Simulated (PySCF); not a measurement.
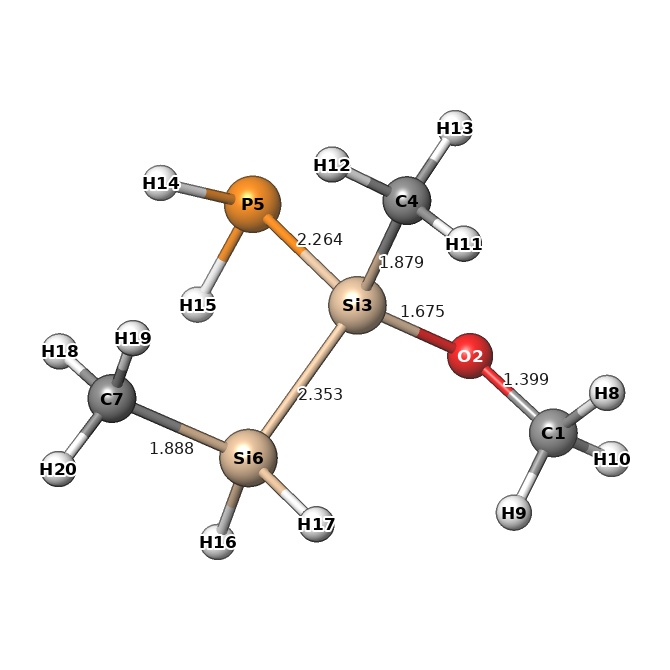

Bond lengths are marked in Å; every bond is drawn as one stick. The geometry was computed by an optimisation with PBE0-D3(BJ)/def2-SVP. No frequency run is at hand to confirm it as a minimum.

### Which of the marked bonds are single, double, triple or aromatic?

C1–O2 single; O2–Si3 single; Si3–C4 single; Si3–P5 single; Si3–Si6 single; Si6–C7 single.

### Write the SMILES.

CO[Si@@](C)(P)[SiH2]C
